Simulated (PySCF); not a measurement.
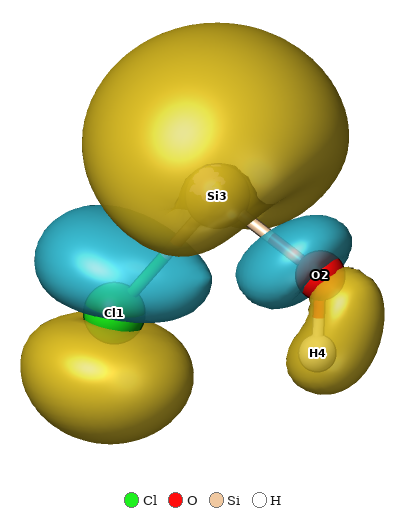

*ClHOSi (SMILES O[Si]Cl). One frontier orbital at ±0.08 Å⁻³ᐟ² (yellow and cyan are the two phases), seen at a tilt.*

Geometry: BLYP-D3(BJ)/def2-SVP.

Method: PySCF 2.14.0, Gaussian-basis quantum chemistry of an isolated molecule with PySCF, energy and nuclear gradient, functional PBE0.

> Which orbital is it: HOMO or LUMO?

The HOMO, at −7.87 eV. By Hirshfeld shares it lies mainly on Si3 (about 70 %), Cl1 (about 25 %) and O2 (about 5 %); it is symmetric in the molecular plane (an in-plane orbital: σ, lone-pair or in-plane π type).
